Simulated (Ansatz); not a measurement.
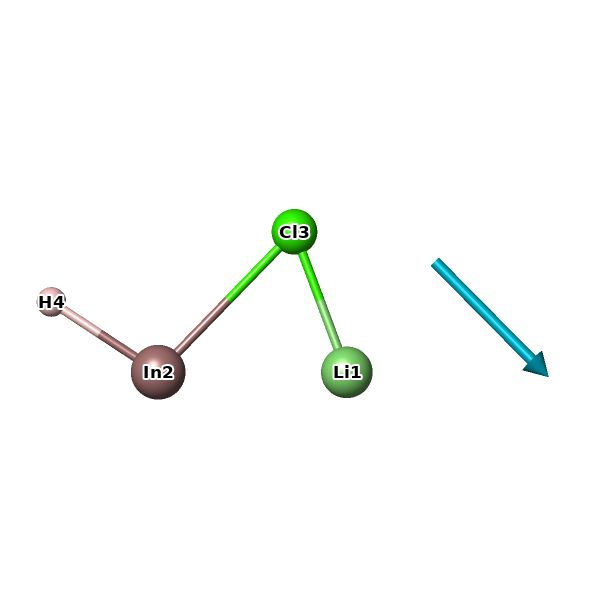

The arrow beside the molecule shows the direction of the dipole moment, from the negative to the positive end (its length means nothing). The computed structure is the end point of a PBE-D4/def2-SVP optimisation. No frequency run is at hand to confirm it as a minimum. Properties computed with RKS PBE-D4/def2-SVP, core potentials on In (Ansatz 0.2.0).

### How large is the dipole moment?

4.86 D; it points from the side of H4 to the side of Li1 (the outermost atoms at the two ends).
